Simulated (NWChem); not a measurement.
# H2CO (formaldehyde): levels of theory compared

Wanted: a comparison of 4 runs (HF/STO-3G, HF/3-21G, B3LYP/6-31G*) of H2CO (formaldehyde). 

Program for the calculation: NWChem 7.3.0.

64 further runs of the same task are left out: 64 set aside as unsound or not needed.

## (1) The molecule

The species is H2CO (4 atoms), meant as a singlet with charge 0. SMILES: `C=O`. The C1–H3 distance was set to 1.441 Å, away from the relaxed value.

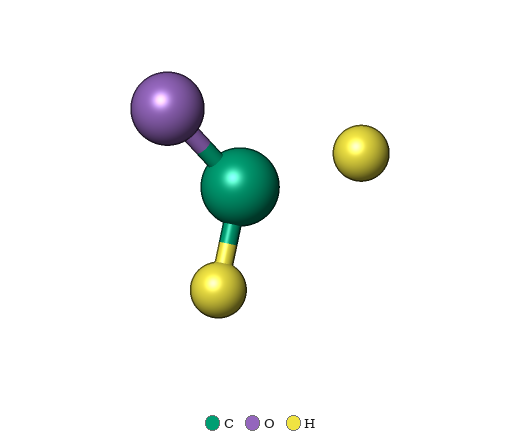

Viewed from a chosen angle; carbon teal, oxygen purple, hydrogen yellow.

## (2) The energy at HF/STO-3G (run 1)

File run.py:

```python
from ase import Atoms
from ase.calculators.nwchem import NWChem

atoms = Atoms('COHH', positions=[
    [0.159805, -0.170776, 0.232868],
    [0.854605, 0.375824, 1.037468],
    [-0.544800, 0.559700, -0.790500],
    [0.018305, -1.270476, 0.228668],
])

calc = NWChem(
    label='ch2o',
    theory='scf',
    memory='2200 mb',
    basis='STO-3G',
    basispar='spherical bse',
    scf={'nopen': '0', 'rhf': None, 'thresh': '1e-08', 'maxiter': '80'},
    task='energy',
)
atoms.calc = calc

e = atoms.get_potential_energy()
print(f"E = {e:.6f} eV")
print("dipole (e A):", atoms.get_dipole_moment().round(4))
```

Run with:

```bash
export ASE_NWCHEM_COMMAND="nwchem PREFIX.nwi > PREFIX.nwo"
python run.py
```

Standard output:

```text
E = -3055.762718 eV
dipole (e A): [-0.1653 -0.18   -0.1834]
```

The calculator wrote ch2o.nwi:

```
title "ch2o"

permanent_dir ch2o

scratch_dir ch2o

start ch2o

geometry units angstrom nocenter noautosym noautoz
  C  1.5980500000000000e-01 -1.7077600000000001e-01 2.3286799999999999e-01
  O  8.5460499999999995e-01 3.7582399999999999e-01 1.0374680000000001e+00
  H  -5.4479999999999995e-01 5.5969999999999998e-01 -7.9049999999999998e-01
  H  1.8304999999999998e-02 -1.2704759999999999e+00 2.2866800000000001e-01
end

memory 2200 mb

basis spherical bse noprint
   * library STO-3G
end

scf
  nopen 0
  rhf
  thresh 1e-08
  maxiter 80
end

task scf energy
```

ch2o.nwo:

```text
Northwest Computational Chemistry Package (NWChem) 7.3.0
             --------------------------------------------------------

           Job information
           ---------------

    nwchem branch   = 7.3.0
    use scalapack   = T
    input           = ch2o.nwi
    prefix          = ch2o.
    data base       = ch2o/ch2o.db
    status          = startup
    nproc           =        1

           Memory information
           ------------------

    heap     =     72089598 doubles =      550.0 Mbytes
    stack    =     72089595 doubles =      550.0 Mbytes
    global   =    144179200 doubles =     1100.0 Mbytes (distinct from heap & stack)
    total    =    288358393 doubles =     2200.0 Mbytes
    verify   = yes
    hardfail = no

[... 118 lines left out ...]
 Convergence threshold     :          1.000E-08
[... 13 lines left out ...]
       Final RHF  results
[... 3 lines left out ...]
      One-electron energy =   -214.574939875779
[... 1 line left out ...]
 Nuclear repulsion energy =     30.492685786045
[... 20 lines left out ...]
                       ROHF Final Molecular Orbital Analysis
[... 99 lines left out ...]
  Mulliken analysis of the total density
  --------------------------------------

    Atom       Charge   Shell Charges
 -----------   ------   -------------------------------------------------------
    1 C    6     5.87   1.99  1.19  2.69
    2 O    8     8.20   2.00  1.86  4.34
    3 H    1     1.00   1.00
    4 H    1     0.94   0.94

       Multipole analysis of the density wrt the origin
       ------------------------------------------------

     L   x y z        total         open         nuclear
     -   - - -        -----         ----         -------
     0   0 0 0     -0.000000      0.000000     16.000000

     1   1 0 0     -0.312427      0.000000     13.736749
[... 8 lines of this table left out ...]
     2   0 0 2     -8.925660      0.000000     34.329581

 Task  times  cpu:        0.2s     wall:        0.2s
 Total times  cpu:        0.3s     wall:        0.3s
```

Run time: 1.4 s. Hardware: 1 thread of Intel Xeon Platinum 8488C (Sapphire Rapids), shared host; peak memory 0.099 GiB.

## (3) A single-point energy at HF/3-21G (run 2)

File ch2o.nw:

```
start ch2o
title "CH2O"
memory 2200 mb
charge 0
geometry units bohr noautosym nocenter noautoz
   C    0.30198768  -0.32271987   0.44005674
   O    1.61496939   0.71020443   1.96053038
   H   -1.02952279   1.05767971  -1.49382850
   H    0.03459144  -2.40085169   0.43211989
end
basis spherical bse
   * library 3-21G
end
scf
   thresh 1e-08
   maxiter 80
end
task scf energy
```

Run with:

```bash
nwchem ch2o.nw > ch2o.out
```

Standard output:

```text
[...]
  functions       =    22
[...]
  wavefunction    = RHF
[...]
         Total SCF energy =   -113.178311518285
      One-electron energy =   -214.630500170312
      Two-electron energy =     70.959505045289
 Nuclear repulsion energy =     30.492683606738
        Time for solution =      0.2s
[...]
```

Wall time 0.81 s (1 thread of Intel Xeon Platinum 8488C (Sapphire Rapids), shared host); peak memory 0.099 GiB.

Run 3 isn't shown in full; the table further down has it.

## (4) The energy at B3LYP/6-31G(d) (Cartesian functions) (run 4)

File ch2o.nw:

```
echo
start ch2o
memory 2200 mb
geometry units angstrom noautosym nocenter noautoz
 C        0.159805      -0.170776       0.232868
 O        0.854605       0.375824       1.037468
 H       -0.544800       0.559700      -0.790500
 H        0.018305      -1.270476       0.228668
end
basis
 C library 6-31G*
 O library 6-31G*
 H library 6-31G*
end
dft
 xc b3lyp
 grid xfine
 convergence energy 1e-08
 iterations 100
 mulliken
end
task dft
```

Run with:

```bash
nwchem ch2o.nw > ch2o.out
```

Standard output:

```text
[...]
          Wavefunction type:  closed shell.
          No. of atoms     :     4
          No. of electrons :    16
[...]
          Charge           :     0
          Spin multiplicity:     1
[...]
          AO basis - number of functions:    34
[...]
              XC Information
              --------------
                         B3LYP Method XC Potential
                     Hartree-Fock (Exact) Exchange  0.200
                        Slater Exchange Functional  0.800 local
                    Becke 1988 Exchange Functional  0.720 non-local
              Lee-Yang-Parr Correlation Functional  0.810
                  VWN I RPA Correlation Functional  0.190 local
[...]
 d= 0,ls=0.0,diis     1   -114.3696640408 -1.45D+02  4.46D-02  8.01D-01     0.9
[...]
 d= 0,ls=0.0,diis    10   -114.4680034408 -7.57D-11  2.12D-07  5.95D-11     5.5
         Total DFT energy =     -114.468003440805
      One electron energy =     -215.804328770559
           Coulomb energy =       85.449112399966
    Exchange-Corr. energy =      -14.605472856258
 Nuclear repulsion energy =       30.492685786045
[...]
      Total Density - Mulliken Population Analysis
     ---------------------------------------------
    Atom       Charge   Shell Charges
 -----------   ------   -------------------------------------------------------
    1 C    6     5.89   1.99  0.73  1.86  0.59  0.67  0.04
    2 O    8     8.29   1.99  0.93  2.85  0.97  1.54  0.01
    3 H    1     0.97   0.44  0.53
    4 H    1     0.85   0.53  0.32
[...]
```

It took 6.3 s on 1 thread of Intel Xeon Platinum 8488C (Sapphire Rapids), shared host; peak memory 0.12 GiB.

## (5) Overview of the runs

```csv
run,level,iteration cap,module,energy (Eh),dipole moment (D),HOMO energy (eV),LUMO energy (eV),wall time
1,HF/STO-3G,80,scf,-112.297210,1.47,-8.91,7.91,1.4 s
2,HF/3-21G,80,scf,-113.178312,2.43,-11.17,3.92,0.81 s
3,B3LYP/6-31G* (spherical functions),100,dft,-114.465765,1.88,-7.36,-1.19,6.3 s
4,B3LYP/6-31G* (Cartesian functions),100,dft,-114.468003,1.89,-7.37,-1.20,6.3 s
```

## (6) Outcome

```
            quantity          value
 run 4: total energy  -114.46800 Eh
run 4: dipole moment         1.89 D
  run 4: HOMO energy       -7.37 eV
  run 4: LUMO energy       -1.20 eV
run 4: HOMO–LUMO gap        6.17 eV
```

What this shows: The dipole moment (its size) runs from 1.47 D (HF/STO-3G) to 2.43 D (HF/3-21G). The HOMO–LUMO gap runs from 6.17 eV (B3LYP/6-31G*) to 16.82 eV (HF/STO-3G). The two ends differ in method and basis. In run 1 the basis is minimal, so the values are rough. All runs together took 15 s, the longest 6.3 s.
